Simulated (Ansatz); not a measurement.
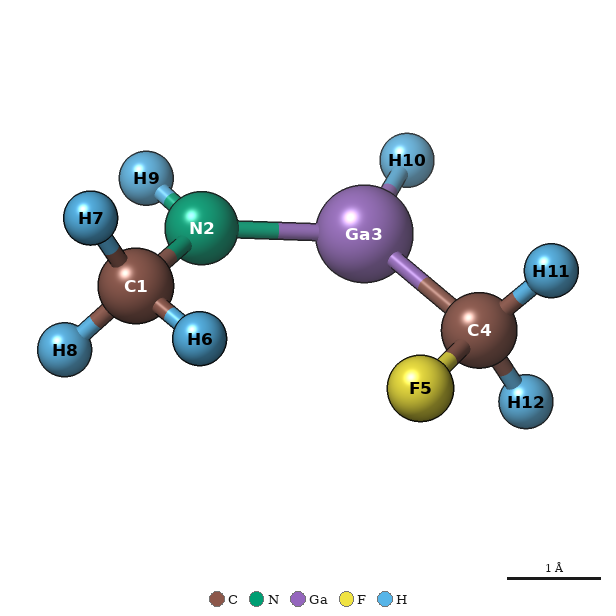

The atoms are numbered. The computed structure is the end point of a PBE0-D4/def2-TZVP optimisation. No frequency run is at hand to confirm it as a minimum.

List the bonds and their lengths.

| bond | length (Å) |
| --- | --- |
| C1–N2 | 1.446 |
| C1–H6 | 1.090 |
| C1–H7 | 1.097 |
| C1–H8 | 1.097 |
| N2–Ga3 | 1.811 |
| N2–H9 | 1.008 |
| Ga3–C4 | 1.990 |
| Ga3–H10 | 1.565 |
| C4–F5 | 1.395 |
| C4–H11 | 1.096 |
| C4–H12 | 1.096 |
